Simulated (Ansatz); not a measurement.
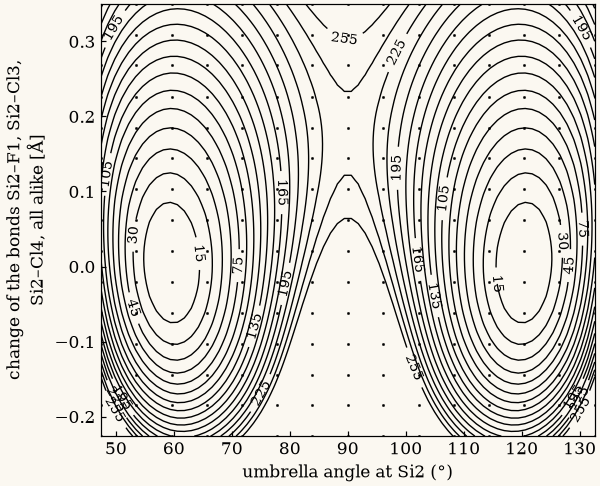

Energy landscape of Cl2FSi, SMILES F[Si-](Cl)Cl, charge −1. The first coordinate is: umbrella angle at Si2 (between each of its bonds and their common axis; 90 is planar); the second: change of the bonds Si2–F1, Si2–Cl3, Si2–Cl4, all alike. Nothing is relaxed (all other coordinates rigid). The grid has 15 × 15 points; 120 points were computed and 105 follow by symmetry. Points are written as (first, second). Energies are in kJ/mol, from the relaxed molecule at the same level. The calculation used RHF/def2-SVPD (Ansatz).

Drawn: contour lines labelled in kJ/mol (none above 255), dots at the grid points. Between grid points the surface is interpolated. 

Question: Where are the wells?

Answer: The lowest grid point is at (59.6°, 0.021 Å), 1.0 kJ/mol from the relaxed molecule at the same level; the map holds 2 wells of about this depth. No other kind of well shows on this grid. The highest grid point, (90.0°, −0.226 Å), lies 562 kJ/mol above the lowest. On the interpolated surface the easiest way out of the lowest well to a well of about the same depth near (120.4°, 0.021 Å) passes a barrier of about 240 kJ/mol. Round the minimum the two coordinates are weakly coupled (coupling 0.07 in units of the two stiffnesses).

Grid values (kJ/mol):

| second ↓, first → | 47.4 | 53.5 | 59.6 | 65.7 | 71.7 | 77.8 | 83.9 | 90.0 | 96.1 | 102.2 | 108.3 | 114.3 | 120.4 | 126.5 | 132.6 |
| --- | --- | --- | --- | --- | --- | --- | --- | --- | --- | --- | --- | --- | --- | --- | --- |
| 0.350 | 244 | 189 | 170 | 177 | 200 | 232 | 259 | 270 | 259 | 232 | 200 | 177 | 170 | 189 | 244 |
| 0.309 | 216 | 158 | 140 | 149 | 177 | 213 | 244 | 257 | 244 | 213 | 177 | 149 | 140 | 158 | 216 |
| 0.268 | 190 | 130 | 112 | 123 | 154 | 196 | 232 | 246 | 232 | 196 | 154 | 123 | 112 | 130 | 190 |
| 0.226 | 166 | 102 | 84 | 98 | 134 | 181 | 222 | 239 | 222 | 181 | 134 | 98 | 84 | 102 | 166 |
| 0.185 | 145 | 78 | 60 | 76 | 116 | 169 | 217 | 236 | 217 | 169 | 116 | 76 | 60 | 78 | 145 |
| 0.144 | 129 | 57 | 39 | 57 | 101 | 161 | 215 | 237 | 215 | 161 | 101 | 57 | 39 | 57 | 129 |
| 0.103 | 119 | 41 | 21 | 41 | 90 | 156 | 218 | 244 | 218 | 156 | 90 | 41 | 21 | 41 | 119 |
| 0.062 | 114 | 29 | 8 | 30 | 82 | 156 | 226 | 256 | 226 | 156 | 82 | 30 | 8 | 29 | 114 |
| 0.021 | 118 | 25 | 1 | 24 | 80 | 160 | 240 | 275 | 240 | 160 | 80 | 24 | 1 | 25 | 118 |
| −0.021 | 131 | 28 | 1 | 24 | 84 | 171 | 261 | 301 | 261 | 171 | 84 | 24 | 1 | 28 | 131 |
| −0.062 | 156 | 42 | 10 | 33 | 95 | 188 | 288 | 335 | 288 | 188 | 95 | 33 | 10 | 42 | 156 |
| −0.103 | 195 | 67 | 30 | 51 | 115 | 213 | 324 | 377 | 324 | 213 | 115 | 51 | 30 | 67 | 195 |
| −0.144 | 250 | 107 | 63 | 82 | 146 | 248 | 368 | 429 | 368 | 248 | 146 | 82 | 63 | 107 | 250 |
| −0.185 | 325 | 164 | 111 | 127 | 191 | 295 | 422 | 490 | 422 | 295 | 191 | 127 | 111 | 164 | 325 |
| −0.226 | 424 | 243 | 180 | 190 | 253 | 357 | 489 | 563 | 489 | 357 | 253 | 190 | 180 | 243 | 424 |

The input of one point:

```yaml
crystal:
  periodic: [false, false, false]
  atoms:
    - { symbol: F, position_ang: [1.414706, -1.769439, 0.08364] }
    - { symbol: Si, position_ang: [0.186235, -0.694005, -0.33686] }
    - { symbol: Cl, position_ang: [-1.473749, -2.249391, -0.419448] }
    - { symbol: Cl, position_ang: [0.672585, -0.634522, -2.559813] }
total_charge: -1
basis:
  gaussian: { orbitals: def2-SVPD }
hamiltonian:
  xc: hf
output:
  forces: true
```

The whole map (120 points run) took 6.6 min on 1 thread of Arm Neoverse N1, with other jobs on the host.
